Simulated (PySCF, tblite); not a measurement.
# C₂H₇NSi₂: dynamics, then NMR shifts and electronic excitations on frames, part 2 of 2

tblite 0.8.0 and PySCF 2.14.0. Atoms count from 0.

### 8 TDDFT and polarisability: 625 fs, PBE0/def2-SVPD

The job: settings as JSON, then the geometry in Å.

```
{"job": {"kind": "uv", "xc": "PBE0", "basis": "def2-SVPD", "nstates": 5, "ntriplets": 0}, "charge": 0, "multiplicity": 1}
N     -2.625400     2.036100     1.322100
C     -2.106600     1.017200     1.294400
Si    -1.396100    -0.720500     1.116000
C      0.179100    -0.755200     0.084500
Si     1.245400     0.902700     0.163200
H     -2.483000    -1.544200     0.566200
H     -0.985900    -0.997800     2.535300
H      0.749200    -1.589600     0.530600
H      0.007800    -1.103500    -0.914600
H      2.339300     0.669200    -0.729800
H      0.346100     2.053100    -0.247200
H      1.649100     1.178600     1.620000
```

Method: TDDFT PBE0/def2-SVPD, vertical, gas phase, core orbitals frozen in the response.

The log of the run:

```text
coarse grid: 10824 points
cycle   1  E = -713.3220879587  dE =  7.399e-02  |g| = 4.202e-01  |ddm| = 3.861e+00
cycle   2  E = -713.2247059879  dE =  9.738e-02  |g| = 7.703e-01  |ddm| = 1.313e+00
cycle   3  E = -713.3637303686  dE = -1.390e-01  |g| = 1.550e-01  |ddm| = 8.374e-01
cycle   4  E = -713.3689250174  dE = -5.195e-03  |g| = 3.915e-02  |ddm| = 1.670e-01
cycle   5  E = -713.3692996216  dE = -3.746e-04  |g| = 9.979e-03  |ddm| = 5.898e-02
cycle   6  E = -713.3693310182  dE = -3.140e-05  |g| = 1.072e-03  |ddm| = 1.466e-02
cycle   7  E = -713.3693313659  dE = -3.477e-07  |g| = 2.278e-04  |ddm| = 2.294e-03
final grid: 94864 points
cycle   8  E = -713.4575000098  dE = -1.249e-05  |g| = 4.252e-03  |ddm| = 4.417e-02
cycle   9  E = -713.4574963503  dE =  3.659e-06  |g| = 5.720e-03  |ddm| = 1.173e-02
cycle  10  E = -713.4575045759  dE = -8.226e-06  |g| = 1.234e-03  |ddm| = 6.561e-03
cycle  11  E = -713.4575049109  dE = -3.350e-07  |g| = 2.333e-04  |ddm| = 1.123e-03
cycle  12  E = -713.4575049244  dE = -1.352e-08  |g| = 6.732e-05  |ddm| = 3.658e-04
cycle  13  E = -713.4575049256  dE = -1.237e-09  |g| = 8.641e-06  |ddm| = 9.827e-05
cycle  14  E = -713.4575049256  dE = -2.342e-11  |g| = 1.917e-06  |ddm| = 2.012e-05
converged SCF energy = -713.4575049256

Static polarisability (au): isotropic 81.436, principal 68.548 86.035 89.723

Singlet excitations
state   eV       nm        f      main configurations
  1   7.0462    176.0   0.00293   H-1->L 0.41, H->L+1 0.14, H-2->L 0.09
  2   7.2061    172.1   0.05265   H->L 0.77
  3   7.3485    168.7   0.00535   H->L+1 0.49, H-1->L 0.18, H-3->L+1 0.09
  4   7.5405    164.4   0.00686   H-3->L 0.23, H-1->L+1 0.21, H-2->L 0.12
  5   7.7480    160.0   0.00069   H-3->L+1 0.33, H->L+1 0.31, H-4->L+1 0.10
```

It took 11 s on 1 thread of Arm Neoverse V2, shared host; peak memory 0.73 GiB.

In short: HOMO -9.06 eV, LUMO -0.67 eV; lowest singlet 7.05 eV.

### 9 Nuclear shieldings: 800 fs, PBE0/pcSseg-1

The job: settings as JSON, then the geometry in Å.

```
{"job": {"kind": "nmr", "xc": "PBE0", "basis": "pcSseg-1", "pop": false}, "charge": 0, "multiplicity": 1}
N     -2.505600     2.222900     1.199500
C     -2.141600     1.158100     0.986400
Si    -1.356300    -0.596100     0.892700
C      0.123100    -0.440300    -0.347500
Si     1.457700     0.733100     0.301500
H     -2.422000    -1.502000     0.542000
H     -0.748000    -1.021800     2.155700
H      0.578200    -1.421800    -0.524700
H     -0.261300    -0.078000    -1.286200
H      2.627800     0.642600    -0.582600
H      0.727000     1.995300     0.354100
H      1.869200     0.394000     1.711300
```

Level: GIAO PBE0/pcSseg-1 NMR shielding, non-relativistic, gas phase.

The log of the run:

```text
coarse grid: 10824 points
cycle   1  E = -713.6155024840  dE =  1.294e-01  |g| = 4.590e-01  |ddm| = 3.075e+00
cycle   2  E = -713.4994244636  dE =  1.161e-01  |g| = 8.447e-01  |ddm| = 8.761e-01
cycle   3  E = -713.6633006273  dE = -1.639e-01  |g| = 1.662e-01  |ddm| = 5.678e-01
cycle   4  E = -713.6690688723  dE = -5.768e-03  |g| = 3.953e-02  |ddm| = 1.217e-01
cycle   5  E = -713.6694388126  dE = -3.699e-04  |g| = 1.029e-02  |ddm| = 4.120e-02
cycle   6  E = -713.6694672455  dE = -2.843e-05  |g| = 1.193e-03  |ddm| = 1.096e-02
cycle   7  E = -713.6694676389  dE = -3.934e-07  |g| = 2.559e-04  |ddm| = 1.710e-03
final grid: 94864 points
cycle   8  E = -713.6970266063  dE = -1.382e-05  |g| = 4.533e-03  |ddm| = 1.612e-02
cycle   9  E = -713.6970234638  dE =  3.143e-06  |g| = 5.675e-03  |ddm| = 8.279e-03
cycle  10  E = -713.6970315153  dE = -8.051e-06  |g| = 1.013e-03  |ddm| = 4.760e-03
cycle  11  E = -713.6970317058  dE = -1.905e-07  |g| = 4.294e-04  |ddm| = 7.524e-04
cycle  12  E = -713.6970317452  dE = -3.942e-08  |g| = 7.532e-05  |ddm| = 2.960e-04
cycle  13  E = -713.6970317466  dE = -1.386e-09  |g| = 1.303e-05  |ddm| = 7.156e-05
cycle  14  E = -713.6970317466  dE = -3.706e-11  |g| = 2.358e-06  |ddm| = 1.630e-05
converged SCF energy = -713.6970317466

GIAO shielding tensors (ppm)
atom      isotropic    diamagn.    paramagn.     s11        s22        s33       span
  0 N      -99.940     337.036    -436.976   -307.365   -292.349    299.895    607.260
  1 C       64.745     263.476    -198.731    -49.652    -42.672    286.559    336.211
  2 Si     405.110     878.775    -473.665    363.023    398.669    453.638     90.615
  3 C      197.150     258.697     -61.547    182.299    201.694    207.457     25.158
  4 Si     419.310     880.772    -461.462    374.896    417.989    465.044     90.148
  5 H       27.342      27.780      -0.439     23.606     25.330     33.090      9.484
  6 H       27.050      28.623      -1.574     24.100     25.158     31.891      7.792
  7 H       31.635      31.918      -0.283     26.140     28.562     40.203     14.063
  8 H       31.891      33.465      -1.575     27.226     28.810     39.636     12.410
  9 H       27.290      29.196      -1.907     23.583     25.074     33.213      9.630
 10 H       27.168      31.067      -3.899     23.267     26.722     31.516      8.249
 11 H       27.206      29.298      -2.092     24.019     25.814     31.785      7.766
```

Run time: 7.7 s. Hardware: 1 thread of Arm Neoverse V2, shared host; peak memory 0.71 GiB.

Key values: δ C1 122.2, C3 -10.2, N0 367.7, Si2 -56.0, H6 4.67, H10 4.55 ppm.

### 10 Excited states and response: 800 fs, PBE0/def2-SVPD

Same as in step 9 but for these lines:

```diff
@@ -1,2 +1,2 @@
-{"job": {"kind": "nmr", "xc": "PBE0", "basis": "pcSseg-1", "pop": false}, "charge": 0, "multiplicity": 1}
+{"job": {"kind": "uv", "xc": "PBE0", "basis": "def2-SVPD", "nstates": 5, "ntriplets": 0}, "charge": 0, "multiplicity": 1}
 N     -2.505600     2.222900     1.199500
```

Method: TDDFT PBE0/def2-SVPD, vertical, gas phase, core orbitals frozen in the response.

The log of the run:

```text
coarse grid: 10824 points
cycle   1  E = -713.3186037768  dE =  1.047e-01  |g| = 4.363e-01  |ddm| = 3.901e+00
cycle   2  E = -713.2061155954  dE =  1.125e-01  |g| = 8.174e-01  |ddm| = 1.379e+00
cycle   3  E = -713.3638031408  dE = -1.577e-01  |g| = 1.572e-01  |ddm| = 8.818e-01
cycle   4  E = -713.3691388809  dE = -5.336e-03  |g| = 4.061e-02  |ddm| = 1.724e-01
cycle   5  E = -713.3695503592  dE = -4.115e-04  |g| = 9.182e-03  |ddm| = 6.212e-02
cycle   6  E = -713.3695766424  dE = -2.628e-05  |g| = 1.237e-03  |ddm| = 1.410e-02
cycle   7  E = -713.3695771291  dE = -4.867e-07  |g| = 2.383e-04  |ddm| = 2.528e-03
final grid: 94864 points
cycle   8  E = -713.4575834408  dE = -1.290e-05  |g| = 4.353e-03  |ddm| = 4.175e-02
cycle   9  E = -713.4575799101  dE =  3.531e-06  |g| = 5.703e-03  |ddm| = 1.167e-02
cycle  10  E = -713.4575883733  dE = -8.463e-06  |g| = 9.920e-04  |ddm| = 6.636e-03
cycle  11  E = -713.4575885887  dE = -2.154e-07  |g| = 2.561e-04  |ddm| = 9.640e-04
cycle  12  E = -713.4575886042  dE = -1.546e-08  |g| = 6.777e-05  |ddm| = 3.708e-04
cycle  13  E = -713.4575886054  dE = -1.225e-09  |g| = 1.010e-05  |ddm| = 1.015e-04
cycle  14  E = -713.4575886054  dE = -3.399e-11  |g| = 2.065e-06  |ddm| = 2.212e-05
converged SCF energy = -713.4575886054

Static polarisability (au): isotropic 80.519, principal 68.127 82.463 90.967

Singlet excitations
state   eV       nm        f      main configurations
  1   6.8963    179.8   0.03199   H->L 0.61, H-4->L 0.15
  2   7.2568    170.9   0.00571   H-1->L 0.48, H->L+1 0.23, H-3->L 0.13
  3   7.3048    169.7   0.06068   H->L 0.29, H->L+1 0.20, H-1->L+1 0.14
  4   7.5030    165.2   0.00760   H-4->L 0.35, H-1->L+1 0.18, H-1->L 0.10
  5   7.6432    162.2   0.01326   H->L+1 0.31, H-1->L 0.23, H-1->L+1 0.20
```

Wall time 11 s (1 thread of Arm Neoverse V2, shared host); peak memory 0.73 GiB.

In short: HOMO -9.05 eV, LUMO -0.82 eV; lowest singlet 6.90 eV.

### 11 Nuclear shieldings: 1000 fs, PBE0/pcSseg-1

The job: settings as JSON, then the geometry in Å.

```
{"job": {"kind": "nmr", "xc": "PBE0", "basis": "pcSseg-1", "pop": false}, "charge": 0, "multiplicity": 1}
N     -2.738300     1.638900     1.696900
C     -2.144200     0.761000     1.260600
Si    -1.346000    -0.719800     0.555600
C      0.306600    -0.200600    -0.325100
Si     1.659900     0.463900     0.840800
H     -2.153900    -1.353300    -0.525300
H     -1.248400    -1.566300     1.773600
H      0.655300    -1.052400    -0.952300
H     -0.041300     0.659900    -0.913500
H      2.743600     0.914500    -0.016900
H      1.086000     1.661000     1.503100
H      2.072100    -0.364900     1.957100
```

Method: GIAO PBE0/pcSseg-1 NMR shielding, non-relativistic, gas phase.

The log of the run:

```text
coarse grid: 10824 points
cycle   1  E = -713.6247330716  dE =  1.412e-01  |g| = 4.148e-01  |ddm| = 3.073e+00
cycle   2  E = -713.5336297955  dE =  9.110e-02  |g| = 7.559e-01  |ddm| = 7.987e-01
cycle   3  E = -713.6639764584  dE = -1.303e-01  |g| = 1.548e-01  |ddm| = 5.124e-01
cycle   4  E = -713.6688784546  dE = -4.902e-03  |g| = 3.953e-02  |ddm| = 1.122e-01
cycle   5  E = -713.6692482603  dE = -3.698e-04  |g| = 1.045e-02  |ddm| = 4.114e-02
cycle   6  E = -713.6692784870  dE = -3.023e-05  |g| = 1.234e-03  |ddm| = 1.129e-02
cycle   7  E = -713.6692789012  dE = -4.141e-07  |g| = 2.194e-04  |ddm| = 1.635e-03
final grid: 94864 points
cycle   8  E = -713.6967370668  dE = -1.155e-05  |g| = 4.505e-03  |ddm| = 1.523e-02
cycle   9  E = -713.6967335437  dE =  3.523e-06  |g| = 5.829e-03  |ddm| = 8.419e-03
cycle  10  E = -713.6967418741  dE = -8.330e-06  |g| = 1.268e-03  |ddm| = 4.802e-03
cycle  11  E = -713.6967421938  dE = -3.197e-07  |g| = 4.081e-04  |ddm| = 8.540e-04
cycle  12  E = -713.6967422301  dE = -3.634e-08  |g| = 7.354e-05  |ddm| = 3.071e-04
cycle  13  E = -713.6967422315  dE = -1.359e-09  |g| = 1.119e-05  |ddm| = 6.989e-05
cycle  14  E = -713.6967422315  dE = -2.694e-11  |g| = 2.236e-06  |ddm| = 1.484e-05
converged SCF energy = -713.6967422315

GIAO shielding tensors (ppm)
atom      isotropic    diamagn.    paramagn.     s11        s22        s33       span
  0 N     -106.928     337.380    -444.308   -315.763   -294.580    289.559    605.322
  1 C       62.804     261.388    -198.584    -53.591    -47.677    289.678    343.269
  2 Si     419.750     879.176    -459.426    370.323    414.405    474.523    104.200
  3 C      194.082     258.806     -64.724    185.998    192.192    204.056     18.058
  4 Si     426.409     879.925    -453.516    383.656    418.779    476.791     93.135
  5 H       26.548      27.431      -0.884     22.765     24.688     32.189      9.424
  6 H       27.023      27.642      -0.619     23.989     25.301     31.779      7.789
  7 H       30.814      31.138      -0.325     25.456     28.123     38.863     13.407
  8 H       31.184      33.276      -2.092     26.805     28.802     37.946     11.141
  9 H       27.626      28.973      -1.347     23.691     25.396     33.792     10.101
 10 H       27.325      29.778      -2.453     23.805     26.561     31.610      7.805
 11 H       27.866      29.103      -1.237     24.577     25.867     33.153      8.576
```

Wall time 7.6 s (1 thread of Arm Neoverse V2, shared host); peak memory 0.71 GiB.

This run: δ C1 124.1, C3 -7.2, N0 374.7, Si2 -70.6, H5 5.17, H6 4.69 ppm.

### 12 Excited states and response: 1000 fs, PBE0/def2-SVPD

Same as in step 11 but for these lines:

```diff
@@ -1,2 +1,2 @@
-{"job": {"kind": "nmr", "xc": "PBE0", "basis": "pcSseg-1", "pop": false}, "charge": 0, "multiplicity": 1}
+{"job": {"kind": "uv", "xc": "PBE0", "basis": "def2-SVPD", "nstates": 5, "ntriplets": 0}, "charge": 0, "multiplicity": 1}
 N     -2.738300     1.638900     1.696900
```

With the program's defaults for keys left out, this is: TDDFT PBE0/def2-SVPD, vertical, gas phase, core orbitals frozen in the response.

The log of the run:

```text
coarse grid: 10824 points
cycle   1  E = -713.3275685642  dE =  1.171e-01  |g| = 3.929e-01  |ddm| = 3.873e+00
cycle   2  E = -713.2400406131  dE =  8.753e-02  |g| = 7.280e-01  |ddm| = 1.226e+00
cycle   3  E = -713.3644808609  dE = -1.244e-01  |g| = 1.460e-01  |ddm| = 7.665e-01
cycle   4  E = -713.3689877320  dE = -4.507e-03  |g| = 4.015e-02  |ddm| = 1.584e-01
cycle   5  E = -713.3693887159  dE = -4.010e-04  |g| = 9.506e-03  |ddm| = 5.967e-02
cycle   6  E = -713.3694172972  dE = -2.858e-05  |g| = 1.259e-03  |ddm| = 1.463e-02
cycle   7  E = -713.3694178008  dE = -5.036e-07  |g| = 2.206e-04  |ddm| = 2.511e-03
final grid: 94864 points
cycle   8  E = -713.4573507140  dE = -9.697e-06  |g| = 4.326e-03  |ddm| = 3.876e-02
cycle   9  E = -713.4573466269  dE =  4.087e-06  |g| = 5.902e-03  |ddm| = 1.211e-02
cycle  10  E = -713.4573554914  dE = -8.864e-06  |g| = 1.269e-03  |ddm| = 6.794e-03
cycle  11  E = -713.4573558443  dE = -3.530e-07  |g| = 2.499e-04  |ddm| = 1.127e-03
cycle  12  E = -713.4573558602  dE = -1.583e-08  |g| = 5.581e-05  |ddm| = 3.599e-04
cycle  13  E = -713.4573558610  dE = -8.213e-10  |g| = 8.660e-06  |ddm| = 8.051e-05
converged SCF energy = -713.4573558610

Static polarisability (au): isotropic 81.218, principal 69.099 81.834 92.719

Singlet excitations
state   eV       nm        f      main configurations
  1   6.8478    181.1   0.01684   H->L 0.38, H-2->L 0.16, H-1->L 0.15
  2   6.9311    178.9   0.02771   H->L 0.52, H-1->L 0.16, H-2->L 0.12
  3   7.1899    172.4   0.03525   H->L+1 0.66, H-1->L 0.11, H-4->L+1 0.08
  4   7.4980    165.4   0.00351   H-2->L 0.26, H-1->L 0.19, H-4->L 0.16
  5   7.5473    164.3   0.01001   H-1->L 0.34, H-3->L 0.27, H-4->L 0.09
```

It took 11 s on 1 thread of Arm Neoverse V2, shared host; peak memory 0.73 GiB.

In short: HOMO -8.94 eV, LUMO -0.92 eV; lowest singlet 6.85 eV.

### 13 Comparing the runs: NMR shifts

Shifts (ppm) of some atoms, chosen among heavy atoms and hydrogens apart, with basis size and wall time:

```
  frame     C1     C3   H11     H7     N0    Si2    Si4  functions   time
 250 fs  122.0   -8.8  4.42  -0.87  358.5  -60.7  -73.8        134    8 s
 425 fs  115.9   -8.7  3.81   0.99  349.7  -64.3  -73.0        134  7.9 s
 625 fs  123.8  -13.0  5.09   0.12  365.8  -64.1  -67.9        134  7.6 s
 800 fs  122.2  -10.2  4.51   0.08  367.7  -56.0  -70.2        134  7.7 s
1000 fs  124.1   -7.2  3.85   0.90  374.7  -70.6  -77.3        134  7.6 s
```

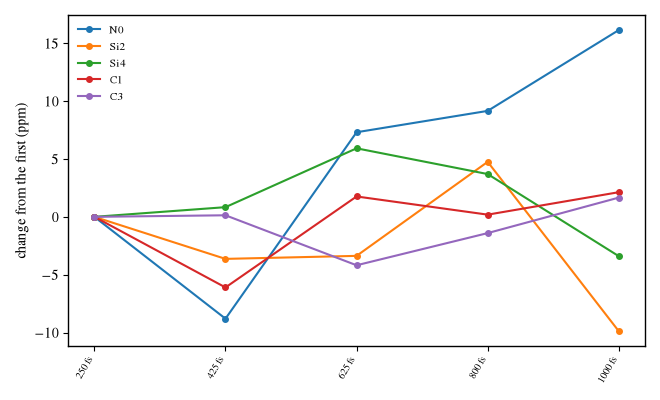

How five of the tabulated atoms move from run to run.

### 14 Run by run: electronic excitations

Excitations and ground-state properties, with basis size and wall time:

```
  frame  lowest singlet (eV)  brightest (eV)      f  gap (eV)  α (Å³)  μ (D)  functions  time
 250 fs                 7.12            7.61  0.061      8.28   11.98   4.06        164  12 s
 425 fs                 7.36            7.45  0.066      8.58   11.98   4.16        164  11 s
 625 fs                 7.05            7.21  0.053      8.40   12.07   4.36        164  11 s
 800 fs                 6.90            7.30  0.061      8.23   11.93   4.06        164  11 s
1000 fs                 6.85            7.19  0.035      8.02   12.04   3.96        164  11 s
```

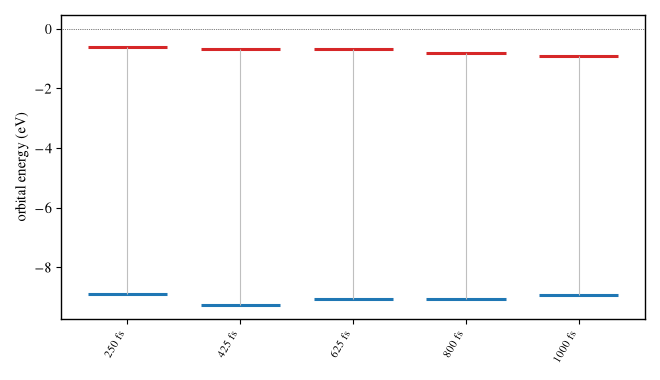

HOMO (blue) and LUMO (red) run by run.

### 15 Summary of results

This closing draws on all 2 parts.

```
                                       quantity                                          value
                                     thermostat                                          200 K
                  mean temperature, second half                                          177 K
        mean potential energy above the minimum                                        0.24 eV
 ¹³C shifts against TMS (PBE0/pcSseg-1, 250 fs)                                122.0, -8.8 ppm
  ¹H shifts against TMS (PBE0/pcSseg-1, 250 fs)  5.16, 4.53, 4.42, 4.36, 4.16, 0.53, -0.87 ppm
 ¹⁵N shifts against NH3 (PBE0/pcSseg-1, 250 fs)                                      358.5 ppm
²⁹Si shifts against TMS (PBE0/pcSseg-1, 250 fs)                               -60.7, -73.8 ppm
        lowest singlet (PBE0/def2-SVPD, 250 fs)                    7.12 eV (174 nm), f = 0.052
       brightest single state of those computed                    state 4, 7.61 eV, f = 0.061
                       range of the shift of N0                             349.7 to 374.7 ppm
                    range of the lowest singlet                                6.85 to 7.36 eV
```

**Reading.** In the second half the potential energy averages 0.24 eV above the minimum; equipartition over 30 harmonic modes at 200 K would give 0.26 eV. With 12 atoms the temperature swings widely (98 to 290 K). Shifts at one fixed geometry are not the observed spectrum, which averages over the motion. In the first frame run (250 fs): The largest span, 584 ppm, is at N0, where the paramagnetic term is -429 ppm. The lowest singlet, at 7.12 eV, is HOMO→LUMO 0.52, HOMO→LUMO+1 0.19 and is bright; of the 5 states computed, the strongest absorption comes from state 4 at 7.61 eV. In ppm, N0 moves most: its shift spreads over 25.0 ppm, from 349.7 (425 fs) to 374.7 (1000 fs). The lowest singlet runs from 6.85 eV (1000 fs) to 7.36 eV (425 fs), while the orbital gap spans 8.02 to 8.58 eV. The lowest state need not be the same one in every run.
